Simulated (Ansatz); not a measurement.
# Debugging a many-body input for SnSe2 (P-3m1)

What is wrong with this input for SnSe2 (P-3m1)?

Program: Ansatz 0.2.0. Level of theory: G0W0 on PBE, plane waves, PAW; PAW set soft_1. Results are calculated unless marked as measured.

**1. The structure**

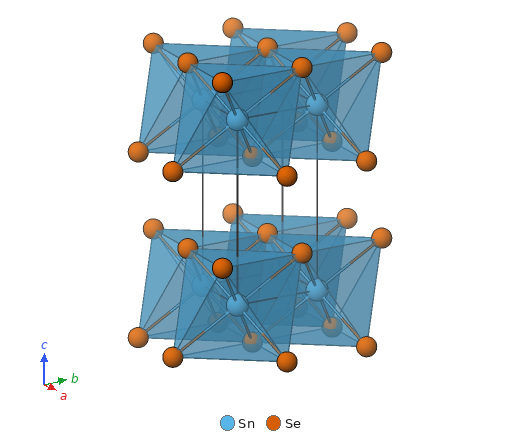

The cell as given, slightly off an axis (tin blue, selenium orange). Some periodic images of atoms are drawn too.

Geometry: measured cell, ions relaxed with PBE. The runs that relaxed it are not among those shown.

**2. First try**

input.yaml

```yaml
crystal:
  lattice:
    - [3.811, 0.0, 0.0]
    - [-1.9055, 3.3004228138, 0.0]
    - [0.0, 0.0, 6.136]
  atoms:
    - { symbol: Sn, position: [0.0, 0.0, 0.0] }
    - { symbol: Se, position: [0.3333333333, 0.6666666667, 0.2614399677] }
    - { symbol: Se, position: [0.6666666667, 0.3333333333, 0.7385600323] }
kpoints:
  mp_grid: { grid: [6, 6, 2] }
hamiltonian:
  xc: pbe
  pseudopotentials: { kind: paw, azcp: { folder: soft_1 } }
scf:
  occupations: { method: fixed }
gw:
  n_empty_bands: 4
  ecut_chi: 40
  qp_bands: [v2, c2]
  qp_kpoints: band_edges
  screening: { model: contour_deformation }
```

Command:

```sh
$ ansatz run input.yaml --threads 3 --pin off --max-ram 92160MiB --backend cuda --events-out ev --progress --plain --runs-dir out --devices 1 --max-vram 13GiB
```

Numbers of over 12 decimals in the logs are rounded to 6 here.

The program printed:

```text
GPUs: using 1 of 1 available (devices: 1).
Engine: ansatz 0.2.0, x86_64-unknown-linux-gnu
Pseudopotentials: kind: paw
Pseudopotential: Sn, paw, valence charge 14, recommended cutoff 420 eV (normal), soft_1/Sn.paw.azcp
Pseudopotential: Se, paw, valence charge 16, recommended cutoff 420 eV (normal), soft_1/Se.paw.azcp
Functional definition: PBE
  parameter kappa = 0.804
  parameter beta = 0.066725
  exchange = pbe_x(kappa = kappa, mu = beta*pi^2/3)
  correlation = pbe_c(beta = beta)
device memory: the entry about to start is reckoned to put 0.7 GiB on a device that reports 70.0 GiB free (of which the cap on the GPU budget leaves the run 13.0 GiB)
GPU FFT provider: cuFFT
GPU libraries: cuBLAS 13.8.2, cuFFT 12.4.0, cuSOLVER 12.3.4
Crystal: 3 atoms, lattice volume = 77.178 Å³
Basis set: ecut = 420 eV, 1485 PW (Γ)
Bands: 28, of which v1, the nominal top of the filled ones, is band 23 counted from 1 (22 counted from 0)
Symmetry: 12 space group operations
Space group: P-3m1 (ITA 164), of the structure as read, at distance tolerance 4.3e-5 Å
k-points: 14 of 72
Non-local potential: Sn, projectors of the file, l = 0: 2, l = 1: 2, l = 2: 2, l = 3: 1
Non-local potential: Se, projectors of the file, l = 0: 2, l = 1: 2, l = 2: 3, l = 3: 1
PAW form: soft (Blöchl's): semilocal exchange-correlation on the pseudo side does not see the compensation charge
PAW one-centre angular grid: Sn, 590 points (default); XC on 64 Gauss nodes
PAW one-centre angular grid: Se, 590 points (default); XC on 64 Gauss nodes
Initial density: superposition of atomic densities (chi_scale 0.1, normalization cell, long waves kept (reshape's long-wave potential 0.10 eV rms))
Initial wavefunctions: pseudopotential atomic-orbital guess
GPU buffer pool allocated for 32805 grid points (all kernels)
GPU transforms: local potential and band sums: pruned to the plane-wave sphere, on 25×25×45
Functional: x = pbe(κ = 0.804, μ = 0.219515), c = pbe(β = 0.066725)
SCF iter   1: F=—  HF=-16963.829769 eV  |F-HF|=—  |Δ(HF+E_count)|=         —  Δρ=3.24e-2  dr2=1.67e0  ethr=3.10e-3  ⟨swp⟩=5.0  Hψ=1439  notcnv=0  defer=38
preconditioner: auto → Resta (q_TF=auto, 2.503 Å⁻¹)  ε∞=4.0  [insulator: Δε(μ)=0.622 eV  Ē_g=9.786 eV  n_scr=22 (ndim 8)  ℏωp=16.9 eV  f_vac=0.027  ε∞_Penn≈4.0]
SCF iter   2: F=—  HF=-16963.475685 eV  |F-HF|=—  |Δ(HF+E_count)|=   3.54e-1  Δρ=1.63e-2  dr2=2.37e-1  ethr=3.10e-3  ⟨swp⟩=2.0  Hψ=566  notcnv=0  defer=16
SCF iter   3: F=—  HF=-16963.425991 eV  |F-HF|=—  |Δ(HF+E_count)|=   4.97e-2  Δρ=5.33e-3  dr2=1.79e-2  ethr=5.14e-4  ⟨swp⟩=2.0  Hψ=474  notcnv=0  defer=38
SCF iter   4: F=—  HF=-16963.426173 eV  |F-HF|=—  |Δ(HF+E_count)|=   1.82e-4  Δρ=1.08e-3  dr2=1.36e-3  ethr=3.90e-5  ⟨swp⟩=2.0  Hψ=722  notcnv=0  defer=40
SCF iter   5: F=—  HF=-16963.426364 eV  |F-HF|=—  |Δ(HF+E_count)|=   1.90e-4  Δρ=5.10e-4  dr2=2.05e-4  ethr=2.95e-6  ⟨swp⟩=2.0  Hψ=730  notcnv=0  defer=40
SCF iter   6: F=—  HF=-16963.426670 eV  |F-HF|=—  |Δ(HF+E_count)|=   3.06e-4  Δρ=1.34e-4  dr2=1.73e-5  ethr=4.47e-7  ⟨swp⟩=3.0  Hψ=730  notcnv=0  defer=40
SCF iter   7: F=—  HF=-16963.426703 eV  |F-HF|=—  |Δ(HF+E_count)|=   3.33e-5  Δρ=4.07e-5  dr2=1.25e-6  ethr=3.77e-8  ⟨swp⟩=3.0  Hψ=756  notcnv=0  defer=17
SCF iter   8: F=-16963.426708 eV  HF=-16963.426708 eV  |F-HF|=1.97e-7  |Δ(HF+E_count)|=   4.22e-6  Δρ=7.86e-6  dr2=9.42e-8  ethr=2.17e-10  ⟨swp⟩=8.1  Hψ=1816  notcnv=0
SCF 1 converged in 8 iterations: F = -16963.426708 eV  dr2 = 9.42e-8
[...]
device memory: the entry about to start is reckoned to put 0.8 GiB on a device that reports 69.4 GiB free (of which the cap on the GPU budget leaves the run 13.0 GiB)
NSCF: frozen V_eff on 14 k-points, pencils in batches of 32, up to order 112
[...]
device memory: the entry about to start is reckoned to put 0.7 GiB on a device that reports 68.5 GiB free (of which the cap on the GPU budget leaves the run 13.0 GiB)
[...]
NSCF: frozen V_eff on 1 k-points
SCF converged after 8 iterations
Free energy (F): -16963.426708 eV
Harris-Foulkes:  -16963.426708 eV  (|F-HF|=1.97e-7)
Internal energy: -16963.426708 eV  (E = F + TS)
E sigma→0 (E₀):  -16963.426708 eV
Fermi energy:    7.886472 eV
--- Per-component energies (eV) ---
  E_band       = -866.954571
  E_kinetic    = 390.048804
  E_local      = -6546.937552  (includes V_loc(G=0)·N_el)
  E_nonlocal   = -563.574110
  E_hartree    = 3408.526551
  E_xc         = -295.614412
  E_vxc        = -260.572693  (∫ρ·V_xc dr)
  E_paw        = -8631.687221  (= ΣΔE_a)
  E_vpaw       = -702.968257  (= ΣTr[D̂ρ^β])
  E_aug_tail   = -0.000477  (compensation charges beyond the density's cutoff)
  E_ewald      = -4724.188291
  E_smearing   = -0.000000  (= −TS)
  E_closure    = 0.000000  (closes the sum)
  Σ components = -16963.426708   (vs F -16963.426708, Δ=0.00e0)
--- Band table (eV; the first three rows and the last of 14) ---
  k-point 0: bands = [... 19 lower, 7.4037, 7.6099, 7.6099, 7.7861, 8.8792, 11.0734, 12.6075, 12.6075, ... 1 higher]
  k-point 1: bands = [... 19 lower, 7.2661, 7.2661, 7.8237, 7.8237, 10.4989, 10.9433, 12.2894, 12.2894, ... 1 higher]
  k-point 2: bands = [... 19 lower, 6.3815, 6.5909, 7.8488, 7.8865, 10.1140, 11.6588, 12.6658, 12.9671, ... 1 higher]
  k-point 13: bands = [... 19 lower, 3.7753, 4.2249, 7.5312, 7.5312, 10.1897, 12.2193, 12.2193, 13.7621, ... 1 higher]
--- G₀W₀: contour deformation, 7 samples at zero and on the imaginary axis and 1 off it, 72 q-points, 4 empty bands' worth ---
  eigenvalues of the whole cell's RPA ε∞ on this k-mesh (on a slab, of 1 + 4πα/V) = 9.9392, 13.3687, 13.3687; static W/v taken at q = 0 is 0.087293
  gw.qp_kpoints: band_edges: 12 of 14 stored k-points solved, in 1 pass; an edge of the gap read off the rows below is read off those points alone
    valence top: of the k-points left out ik 9 came nearest to being solved in a further pass, in band 23 (counted from 1, as in the quasiparticle table): it holds the edge there only if its correction is more favourable than any solved in that band by at least 0.764 eV; those differ by 0.262 eV
    conduction bottom: of the k-points left out ik 10 came nearest to being solved in a further pass, in band 24 (counted from 1, as in the quasiparticle table): it holds the edge there only if its correction is more favourable than any solved in that band by at least 0.646 eV; those differ by 0.465 eV
  `?` marks the rows in doubt; gw_qp.tsv's column doubts and the gw_qp event give each row's grounds
    ik  band        ε_KS         Σx   Σc(E_QP)       V_xc       Z   E_QP_lin       E_QP  E_QP is
     0    22      7.6099   -17.4734     2.7489   -15.4210  0.7178     8.2902     8.3065  root
     0    23      7.7861   -17.8193     3.0153   -15.5486  0.7237     8.5130     8.5307  root
     0    24      8.8792   -11.8789    -1.6530   -15.2118  0.7764    10.5778    10.5590  root
     0    25     11.0734    -8.1573    -2.3274   -12.2757  0.7989    12.9289    12.8644  root
     1    22      7.8237   -17.5617     2.6462   -15.6369  0.7268     8.5299     8.5451  root
     1    23      7.8237   -17.5617     2.6462   -15.6369  0.7268     8.5299     8.5451  root
     1    24     10.4989   -12.2228    -1.9863   -16.0962  0.7372    12.2912    12.3861  root
     1    25     10.9433    -8.4641    -2.3240   -12.6173  0.7937    12.8112    12.7725  root
     2    22      7.8488   -17.6188     2.8793   -15.4577  0.7250     8.5512     8.5670  root
     2    23      7.8865   -17.6105     2.6935   -15.6404  0.7279     8.5953     8.6100  root
     2    24     10.1140   -12.3758    -1.9213   -16.0196  0.7350    11.8230    11.8365  root
     2    25     11.6588    -8.3509    -2.4407   -12.6618  0.7869    13.5639    13.5289  root
     3    22      6.7739   -16.9153     3.0215   -14.4888  0.6875     7.3484     7.3689  root
     3    23      7.6552   -17.3739     2.7388   -15.3134  0.7198     8.3189     8.3336  root
[...]
12    23      6.1609   -16.4822     3.3516   -13.6137  0.6563     6.6366     6.6439  root
    12    24      8.9029   -10.5259    -1.7923   -13.7400  0.7545    10.3466    10.3247  root
    12    25     14.1571    -9.6046    -2.9893   -14.8644  0.6994    16.1979    16.4276  root ?
    13    22      7.5312   -17.4529     2.9044   -15.1998  0.7137     8.1669     8.1826  root
    13    23      7.5312   -17.4529     2.9044   -15.1998  0.7137     8.1669     8.1826  root
    13    24     10.1897   -11.8843    -2.2078   -15.8868  0.7108    11.8534    11.9844  root ?
    13    25     12.2193    -7.9169    -2.5558   -12.2837  0.7807    14.0857    14.0303  root
```

It took 12 s on 1 × NVIDIA H100 80GB HBM3 (shared by 6 runs) with 3 threads of AMD EPYC 7R13 (Zen 3), shared host; peak memory 1 GiB.

In the SCF lines HF is the Harris–Foulkes energy and dr2 the Hartree energy of the density residual, in eV; the loop may stop once dr2 is under the threshold and the program's other checks hold. Hψ counts applications of the Hamiltonian.

Q: What is the fault?

The run ended normally, though the input holds a fault or crude settings.

The fault: four empty bands in G0W0. The sums over empty states are cut off almost at the gap, so screening and correlation are far from complete.

It printed a gap of 1.47 eV, which is an artefact of the settings.

**3. A better input**

Now the one-shot GW correction: screening in the RPA, then the self-energy of the levels asked for. This step takes PAW set soft_1 files.

Edit input.yaml of step 2 so:

```diff
@@ -10,3 +10,3 @@
 kpoints:
-  mp_grid: { grid: [6, 6, 2] }
+  mp_grid: { grid: [6, 6, 4] }
 hamiltonian:
@@ -17,4 +17,4 @@
 gw:
-  n_empty_bands: 4
-  ecut_chi: 40
+  n_empty_bands: 230
+  ecut_chi: 120
   qp_bands: [v2, c2]
```

The program printed:

```text
GPUs: using 1 of 1 available (devices: 1).
[...]
GPU FFT provider: cuFFT
GPU libraries: cuBLAS 13.8.2, cuFFT 12.4.0, cuSOLVER 12.3.4
Crystal: 3 atoms, lattice volume = 77.178 Å³
Basis set: ecut = 420 eV, 1485 PW (Γ)
Bands: 28, of which v1, the nominal top of the filled ones, is band 23 counted from 1 (22 counted from 0)
[... 1 set-up line as in the run before ...]
[...]
k-points: 24 of 144
[...]
GPU buffer pool allocated for 32805 grid points (all kernels)
[...]
SCF iter   1: F=—  HF=-16963.819844 eV  |F-HF|=—  |Δ(HF+E_count)|=         —  Δρ=3.23e-2  dr2=1.66e0  ethr=3.10e-3  ⟨swp⟩=5.0  Hψ=2578  notcnv=0  defer=67
[...]
SCF iter   8: F=-16963.419068 eV  HF=-16963.419068 eV  |F-HF|=1.94e-7  |Δ(HF+E_count)|=   4.23e-6  Δρ=7.68e-6  dr2=8.43e-8  ethr=2.17e-10  ⟨swp⟩=7.8  Hψ=3157  notcnv=0
SCF 1 converged in 8 iterations: F = -16963.419068 eV  dr2 = 8.43e-8
[...]
0    22      7.6111   -17.4925     1.6488   -15.4207  0.7215     7.1810     7.1883  root
     0    23      7.7880   -17.6626     1.6583   -15.5492  0.7305     7.3263     7.3331  root
     0    24      8.8794   -11.9369    -3.1384   -15.2112  0.7699     9.0155     9.0152  root
     0    25     11.0728    -8.1307    -4.0547   -12.2763  0.7749    11.1639    11.1637  root
     1    22      7.7348   -17.5248     1.5659   -15.5328  0.7261     7.3025     7.3088  root
     1    23      7.7348   -17.5248     1.5659   -15.5328  0.7261     7.3025     7.3088  root
     1    24      9.8595   -12.3035    -3.3000   -15.7335  0.7539     9.9900     9.9895  root
     1    25     11.0538    -8.4206    -4.0705   -12.5975  0.7730    11.1605    11.1602  root
[...]
23    22      7.5327   -17.3922     1.7299   -15.1997  0.7218     7.0616     7.0702  root
    23    23      7.5327   -17.3922     1.7299   -15.1997  0.7218     7.0616     7.0702  root
    23    24     10.1903   -11.9121    -3.8127   -15.8864  0.7150    10.3523    10.3518  root
    23    25     12.2199    -7.9741    -4.2169   -12.2840  0.7711    12.3130    12.3128  root
[key lines of the parts left out:]
SCF converged after 8 iterations
Free energy (F): -16963.419068 eV
Fermi energy:    7.889192 eV
```

Run time: 40 s. Hardware: 1 × NVIDIA H100 80GB HBM3 (shared by 6 runs) with 3 threads; peak memory 1.5 GiB.

This step gave:

| Item | Value |
| --- | --- |
| bands summed | 253 |
| RPA ε∞ on this mesh (eigenvalues) | 11.01, 14.42, 14.42 |
| plane waves in the screening matrix | 245 |
| q-points in the mesh | 144 |
| G0W0 gap on the mesh | 1.168 eV |
| k of the valence top | 0, 0.1667, -0.25 |
| k of the conduction bottom | 0, -0.5, -0.5 |
| starting gap on the mesh | 0.7024 eV |
| Z at the valence top | 0.7291 |
| Z at the conduction bottom | 0.7526 |
| least direct G0W0 gap on the computed points | 1.682 eV |

The gap on the mesh goes from 0.70 eV to 1.17 eV, a correction of +0.47 eV. Between the two edge states, bare exchange in place of the xc potential would open the gap by 4.81 eV, and correlation takes back 4.34 eV.

**4. Results**

* first try: converged after 12 s
* better run: G0W0 gap on the mesh 1.17 eV (6×6×4 mesh, 230 empty bands, screening to 120 eV, PAW set soft_1 files)

The second run differs in: mesh, empty bands and screening cutoff (eV). Bands and cutoff are finite, so the gap is not at the basis limit. The miss can reach some tenths of an eV and take either sign; the mesh is an error of its own. The 6×6×4 mesh is coarse for this cell (its supercell is 23 Å along the shortest edge). The RPA ε∞ on it, from the PBE start, is 11.01 and 14.42; such meshes misread the long-range screening, most where the gap is narrow. The many-body steps are scalar-relativistic: spin-orbit coupling is not in them.

[Paths, hosts, dates, memory and timing lines, banners, echoed tables and standing remarks are left out of the program output.]

[Logs are printed without paths, hosts, clocks, repeated set-up lines and the standing remarks that a program may print on its own settings, such as how far it seeks lower states.]

[Runs of the session that timed out or met a known fault of the program may be left out.]

[Cells called generated may have been cut or substituted from an entry of the Crystallography Open Database or the Materials Project.]

[Hosts, paths, dates, database ids (printed as entryN), source tags and the programs' standing remarks are cut or masked in the printed files.]
